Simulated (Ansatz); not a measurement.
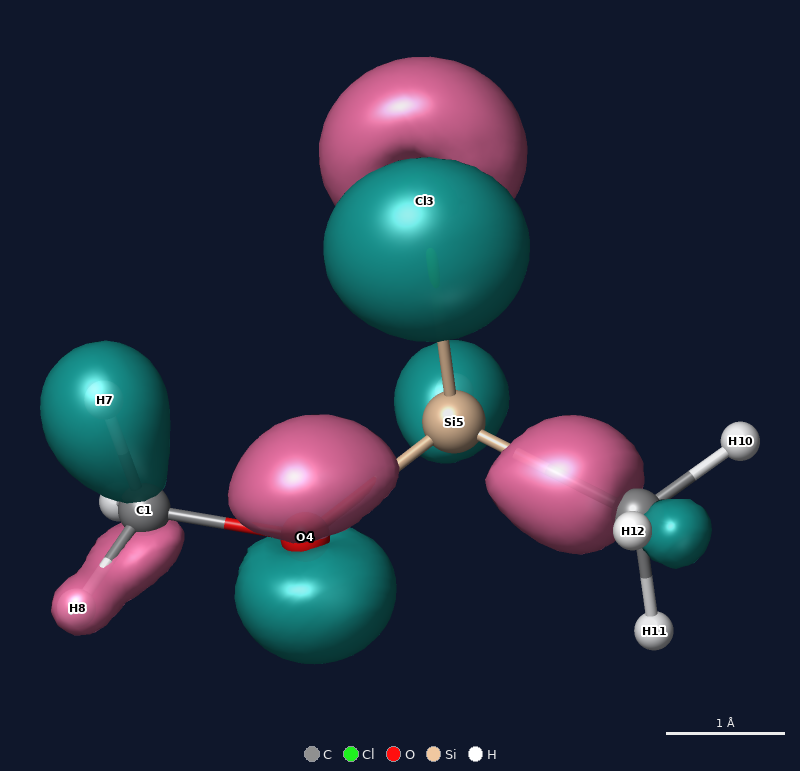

Figure 1: C2H7ClOSi. The HOMO−1 at ±0.15 Å⁻³ᐟ² (teal and pink are the two phases), seen across its widest extent.

Geometry: B3LYP/def2-SVP.

Computed with isolated molecule in a Gaussian basis; Kohn-Sham density functional theory, functional PBE0 in Ansatz.

Input

```
crystal:
  periodic: [false, false, false]
  atoms:
    - {symbol: C, position_ang: [-2.240563, 1.328755, -0.886464]}
    - {symbol: C, position_ang: [0.795195, -0.512308, 1.403186]}
    - {symbol: Cl, position_ang: [1.310426, 0.918538, -1.456385]}
    - {symbol: O, position_ang: [-1.349696, 0.793907, 0.069809]}
    - {symbol: Si, position_ang: [-0.015599, -0.140538, -0.229011]}
    - {symbol: H, position_ang: [-2.742507, 0.534056, -1.469308]}
    - {symbol: H, position_ang: [-1.720688, 2.000711, -1.592174]}
    - {symbol: H, position_ang: [-3.013496, 1.908447, -0.358706]}
    - {symbol: H, position_ang: [-0.391722, -1.362075, -0.992905]}
    - {symbol: H, position_ang: [1.703867, -1.117467, 1.258234]}
    - {symbol: H, position_ang: [0.103443, -1.070524, 2.054692]}
    - {symbol: H, position_ang: [1.076542, 0.421657, 1.914052]}
basis:
  gaussian:
    orbitals: def2-SVPD
hamiltonian:
  xc: {name: PBE0}
output:
  forces: true
  orbitals: {seedname: orbitals}
```

Launched as:

```sh
ansatz run input.yaml --threads 2 --pin off --max-ram 4350MiB --events-out events.jsonl --progress --plain --runs-dir runs
```

**Describe this orbital and give its energy.**

It lies mainly on Cl3 (about 40 %), O4 (about 25 %), Si5 (about 10 %), C1 (about 5 %) and C2 (about 5 %). Its energy is −8.71 eV.
